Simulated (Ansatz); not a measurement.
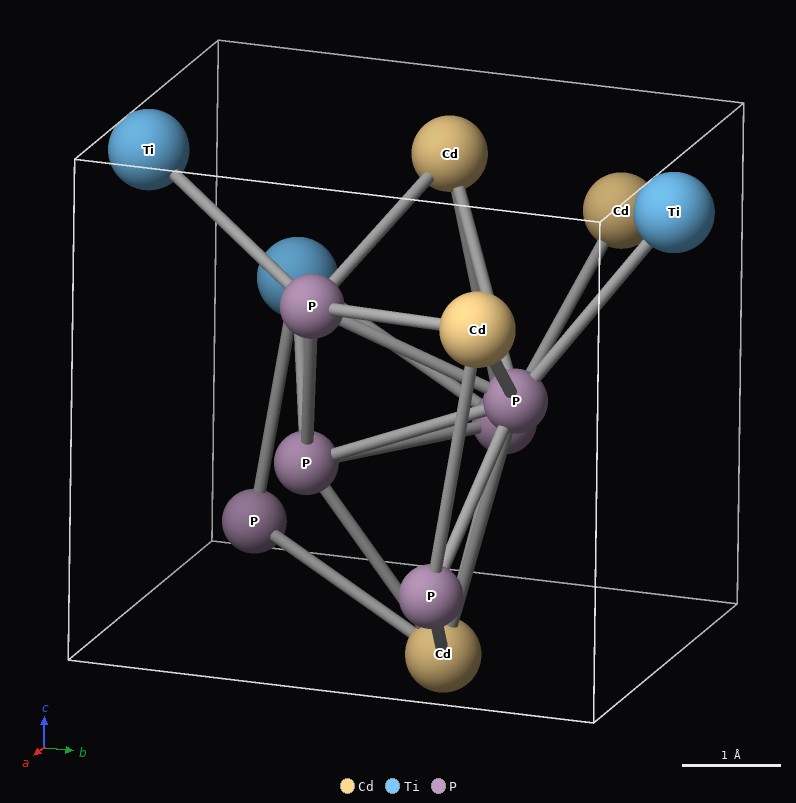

Ball-and-stick representation of a periodic structure, projected slightly off an axis. Lines trace the edges of the simulation cell.

```xyz
10
Lattice="5.5194 0.1030 0.6427 -0.0351 5.5866 -0.0867 -0.8435 -0.2103 5.1283" Properties=species:S:1:pos:R:3 pbc="T T T"
Cd    1.6712    2.9998    5.1229
Cd   -0.4637    4.2005    3.8893
Ti    2.6677    0.0895    5.1971
Ti    0.6951    1.1012    3.2275
P     0.9778    0.7387    0.6373
P     3.0175    4.1133    3.0235
P     2.9054    1.8567    2.0684
P     1.0563    3.4198    2.0357
P     3.8116    2.1757    4.1186
P     4.5838    3.6849    1.3985
```

Level of theory and settings: DFT, PAW plane waves, PBEsol+U in Ansatz, a 420 eV plane-wave basis, k-grid 3×3×4, Fermi-Dirac smearing of 0.1 eV, U_eff = 3.46 eV on Ti d, collinear spins. The state is ferromagnetic. The pressure of the cell is 13 GPa.

What net charge does each kind of atom have (Bader)?

Answer. Ti +1.23 to +1.26 e; Cd +0.18 e; P -0.88 to -0.29 e.

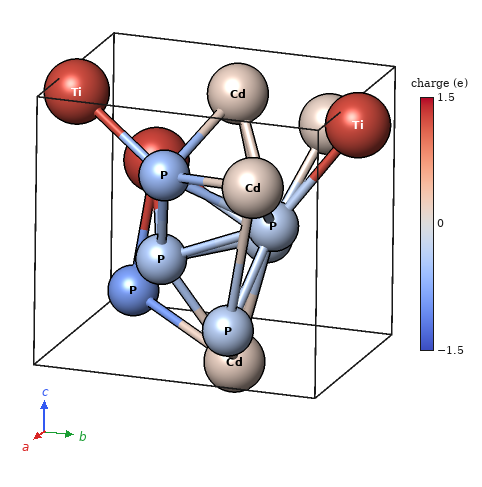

The atoms coloured by those charges.

Note that this is a made-up disordered cell, and that it hasn't been relaxed. A calculation with Ansatz used it as input.

At this level of theory the cell isn't at rest (forces up to 2.2 eV/Å), so its distances can differ from those at equilibrium, the more so the softer the solid, and its magnetic state may change on relaxation.
